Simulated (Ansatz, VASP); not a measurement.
# NbSi: VASP beside Ansatz, part 2 of 2

Aim: how closely do two programs agree when they are given the same cell, functional and k mesh? The cell is invented: As first built, before any earlier steps moved the atoms: it takes the WC structure with all of its atoms replaced by other elements, volume scaled by an estimate. It may not be a known or stable phase. The cell comes out of the VASP series on this material, whose earlier steps may have relaxed, scaled or displaced it; both programs get it as it stands.

VASP 6.6.1 and Ansatz 0.2.0.

So far: Set-up; Ansatz: band structure, HSE06.

### 3. VASP: band structure, HSE06

Level of this step: HSE06; plane waves and PAW (Nb_sv, Si); invented cell (VASP).

The same cell, functional, mesh and smearing now go to VASP, with its own data sets and cutoff.

Lines of VASP's logs that name or quote its potential files are left out, and so is its time.

File INCAR:

```
SYSTEM = NbSi
PREC = Accurate
ENCUT = 400
EDIFF = 1E-06
NELM = 100
ISMEAR = 0
SIGMA = 0.02
LREAL = .FALSE.
ALGO = Normal
LHFCALC = .TRUE.
AEXX = 0.25
GGA = PE
HFSCREEN = 0.2
LASPH = .TRUE.
PRECFOCK = Fast
LORBIT = 11
LWAVE = .FALSE.
LCHARG = .FALSE.
KPAR = 4
```

File POSCAR:

```
NbSi
1.0
    3.0335601418     -0.0000000243      0.0000000000
   -1.5167806400      2.6271406017      0.0000000000
    0.0000000000      0.0000000000      4.0525052525
Nb Si
1 1
Direct
    0.0000000000      0.0000000000      0.0000000000
    0.6666666700      0.3333333300      0.5000000000
```

File KPOINTS:

```
Automatic mesh
0
Gamma
5 5 4
0 0 0
```

File KPOINTS_OPT:

```
Line mode
10
Line-mode
Reciprocal
  0.00000000   0.00000000   0.00000000 GAMMA
  0.50000000   0.00000000   0.00000000 M

  0.50000000   0.00000000   0.00000000 M
  0.33333333   0.33333333   0.00000000 K

  0.33333333   0.33333333   0.00000000 K
  0.00000000   0.00000000   0.00000000 GAMMA

  0.00000000   0.00000000   0.00000000 GAMMA
  0.00000000   0.00000000   0.50000000 A

  0.00000000   0.00000000   0.50000000 A
  0.50000000   0.00000000   0.50000000 L

  0.50000000   0.00000000   0.50000000 L
  0.33333333   0.33333333   0.50000000 H

  0.33333333   0.33333333   0.50000000 H
  0.00000000   0.00000000   0.50000000 A

  0.50000000   0.00000000   0.50000000 L
  0.50000000   0.00000000   0.00000000 M

  0.33333333   0.33333333   0.00000000 K
  0.33333333   0.33333333   0.50000000 H
```

The projector-augmented-wave data sets are Nb_sv and Si (PBE family, release 64).

Command:

```bash
$ mpirun -np 4 vasp_std
```

Numbers of over 12 decimals in the logs are rounded to 6 here.

The log of the run:

```text
[banner, memory and clock lines left out]
running    4 mpi-ranks, on    1 nodes
 distrk:  each k-point on    1 cores,    4 groups
 distr:  one band on    1 cores,    1 groups

 POSCAR found type information on POSCAR NbSi
 POSCAR found :  2 types and       2 ions
 LDA part: xc-table for (Slater+PW92), standard interpolation
 found WAVECAR, reading the header
 POSCAR, INCAR and KPOINTS ok, starting setup
 FFT: planning ... GRIDC
 FFT: planning ... GRID_SOFT
 FFT: planning ... GRID
 reading WAVECAR
 the WAVECAR file was read successfully
 initial charge from wavefunction
 entering main loop
       N       E                     dE             d eps       ncg     rms          rms(c)
DAV:   1    -0.189705084062E+02   -0.18971E+02   -0.50939E-01   556   0.721E+00    0.284E+00
DAV:   2    -0.189654232456E+02    0.50852E-02   -0.16775E-02   484   0.177E+00    0.171E+00
DAV:   3    -0.189631360930E+02    0.22872E-02   -0.83947E-03   576   0.102E+00    0.943E-01
DAV:   4    -0.189627691708E+02    0.36692E-03   -0.10312E-03   476   0.290E-01    0.537E-01
DAV:   5    -0.189626321947E+02    0.13698E-03   -0.22392E-04   420   0.111E-01    0.300E-01
DAV:   6    -0.189626113538E+02    0.20841E-04   -0.57332E-05   464   0.511E-02    0.164E-01
DAV:   7    -0.189626050797E+02    0.62741E-05   -0.11014E-05   500   0.276E-02    0.902E-02
DAV:   8    -0.189626031696E+02    0.19101E-05   -0.27549E-06   428   0.145E-02    0.509E-02
DAV:   9    -0.189626028269E+02    0.34272E-06   -0.64002E-07   256   0.847E-03
   1 F= -.18962603E+02 E0= -.18962269E+02  d E =-.668398E-03
 Start KPOINTS_OPT (optional k-point list driver)
k-point batch [1-15\90]
       N       E                     dE             ncg
DAV:   1    -0.493110676362E+03   -0.62361E+04      360
DAV:   2    -0.256147803305E+04   -0.20684E+04      432
DAV:   3    -0.269551314032E+04   -0.13404E+03      536
DAV:   4    -0.270652866885E+04   -0.11016E+02      536
DAV:   5    -0.270718609363E+04   -0.65742E+00      576
DAV:   6    -0.270722819368E+04   -0.42100E-01      556
DAV:   7    -0.270723143080E+04   -0.32371E-02      544
DAV:   8    -0.270723178179E+04   -0.35099E-03      504
DAV:   9    -0.270723182742E+04   -0.45637E-04      340
DAV:  10    -0.270723183403E+04   -0.66034E-05      324
DAV:  11    -0.270723183508E+04   -0.10479E-05      324
DAV:  12    -0.270723183527E+04   -0.19557E-06      324
[...]
k-point batch [76-90\90]
       N       E                     dE             ncg
DAV:   1    -0.708818870016E+03   -0.10403E+05      360
DAV:   2    -0.259261459320E+04   -0.18838E+04      420
DAV:   3    -0.270677409862E+04   -0.11416E+03      536
DAV:   4    -0.271644164318E+04   -0.96675E+01      540
DAV:   5    -0.271704781171E+04   -0.60617E+00      632
DAV:   6    -0.271709346694E+04   -0.45655E-01      580
DAV:   7    -0.271709713072E+04   -0.36638E-02      592
DAV:   8    -0.271709750984E+04   -0.37912E-03      556
DAV:   9    -0.271709755359E+04   -0.43750E-04      352
DAV:  10    -0.271709755897E+04   -0.53819E-05      320
DAV:  11    -0.271709755967E+04   -0.69702E-06      300
```

Parts of OUTCAR (step 3):

```text
ion  position               nearest neighbor table
   1  0.000  0.000  0.000-   2 2.68   2 2.68   2 2.68   2 2.68   2 2.68   2 2.68
   2  0.667  0.333  0.500-   1 2.68   1 2.68   1 2.68   1 2.68   1 2.68   1 2.68

  LATTYP: Found a hexagonal cell.
 ALAT       =     3.0335601418
 C/A-ratio  =     1.3358908553

 Subroutine GETGRP returns: Found 12 space group operations
 (whereof 12 operations were pure point group operations)

The static configuration has the point symmetry D_3h.

 Found     15 irreducible k-points:

   k-points           NKPTS =     15   k-points in BZ     NKDIM =    100   number of bands    NBANDS=     12

   dimension x,y,z NGX =    20 NGY =   20 NGZ =   28
   dimension x,y,z NGXF=    40 NGYF=   40 NGZF=   56

   ENCUT  =  400.0 eV  29.40 Ry    5.42 a.u.   4.95  4.95  6.61*2*pi/ulx,y,z

   NELECT =      17.0000    total number of electrons

 k-points in reciprocal lattice and weights: Automatic mesh
   0.00000000  0.00000000  0.00000000       0.010
   0.20000000 -0.00000000  0.00000000       0.060
   0.40000000 -0.00000000  0.00000000       0.060
   0.20000000  0.20000000  0.00000000       0.060
   0.40000000  0.20000000  0.00000000       0.060
   0.00000000  0.00000000  0.25000000       0.020
   0.20000000 -0.00000000  0.25000000       0.120
   0.40000000 -0.00000000  0.25000000       0.120
   0.20000000  0.20000000  0.25000000       0.120
[...]
0.20000000  0.20000000  0.50000000       0.060
   0.40000000  0.20000000  0.50000000       0.060

  exchange ACFDT corr.  =         0.00000000  see jH, gK, PRB 81, 115126

 average (electrostatic) potential at core
       1 -72.6640       2 -74.8375

 E-fermi :  10.7891

 k-point     1 :       0.0000    0.0000    0.0000
  band No.  band energies     occupation
    ...
      5      -2.0099      2.00000
      6       6.7436      2.00000
      7       8.7592      2.00000
      8      10.7670      1.88177
      9      10.7670      1.88138
     10      13.5402      0.00000
     11      13.5402      0.00000
     12      18.7659      0.00000

 k-point     2 :       0.2000   -0.0000    0.0000
  band No.  band energies     occupation
    ...
      4     -22.2684      2.00000
      5      -1.0136      2.00000
      6       7.6285      2.00000
      7       7.7826      2.00000
      8       9.1577      2.00000
      9      11.8915      0.00000
     10      13.0278      0.00000
     11      14.6236      0.00000
     12      15.0869      0.00000

 k-point     3 :       0.4000   -0.0000    0.0000
  band No.  band energies     occupation
    ...
      4     -22.3809      2.00000
      5       1.6219      2.00000
      6       5.8238      2.00000
      7       6.6792      2.00000
      8       7.9111      2.00000
      9      12.3058      0.00000
     10      14.0053      0.00000
     11      15.1016      0.00000
     12      15.3883      0.00000

  energy-cutoff  :      400.00
  volume of cell :       32.30
      direct lattice vectors                 reciprocal lattice vectors
     3.033560142 -0.000000024  0.000000000     0.329645683  0.190321062  0.000000000
    -1.516780640  2.627140602  0.000000000     0.000000003  0.380641982  0.000000000
     0.000000000  0.000000000  4.052505252     0.000000000  0.000000000  0.246760939

 POSITION                                       TOTAL-FORCE (eV/Angst)
 -----------------------------------------------------------------------------------
      0.00000      0.00000      0.00000        -0.000000      0.000000      0.000000
      1.51678      0.87571      2.02625         0.000000     -0.000000      0.000000
 -----------------------------------------------------------------------------------
    total drift:                               -0.000011     -0.000001     -0.000002

  FREE ENERGIE OF THE ION-ELECTRON SYSTEM (eV)
  ---------------------------------------------------
  free  energy   TOTEN  =       -18.9626028269 eV

  energy  without entropy=      -18.9619344293  energy(sigma->0) =      -18.96226863

 total charge
# of ion       s       p       d       tot
------------------------------------------
    1        2.168   6.036   2.449  10.653
    2        0.795   0.859   0.000   1.654
--------------------------------------------------
tot          2.963   6.896   2.449  12.307

[... 3 further parts left out ...]
```

### 4. Side by side

Known differences besides the PAW data sets themselves: exact exchange at q = 0 is treated differently, which shows on coarse meshes; VASP keeps PBE cores, Ansatz makes them for the functional; the cutoff is 420 eV in Ansatz and 400 eV in VASP; VASP takes a coarser grid for exact exchange (PRECFOCK = Fast). Total energies have different zeros and are not compared.

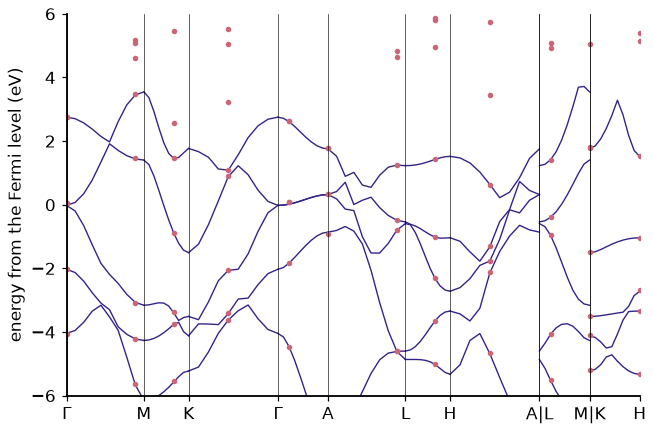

Bands from VASP (lines) and levels from Ansatz (dots). Dots without a line are higher empty bands that the VASP plot leaves out.

Levels from 3 eV below to 2 eV above the Fermi level differ by 30 meV r.m.s. and 73 meV at most; each VASP level is matched to the nearest of Ansatz, which flatters the figure a little.

### 5. Results

* r.m.s. difference of levels near the Fermi level (band structure, HSE06): 30 meV

In words: The r.m.s. difference of levels near the Fermi level is 30 meV (band structure, HSE06), within the 80 meV picked in this series as the mark of a large difference. How closely two codes agree says nothing of how well the functional describes the real material.

[Lines on the potential files, build, host, timing and source positions are cut from VASP's logs without a mark.]

[Logs are printed without paths, hosts, clocks, repeated set-up lines and the standing remarks that a program may print on its own settings, such as how far it seeks lower states.]

[Hosts, paths, dates, database ids (printed as entryN), source tags and the programs' standing remarks are cut or masked in the printed files.]
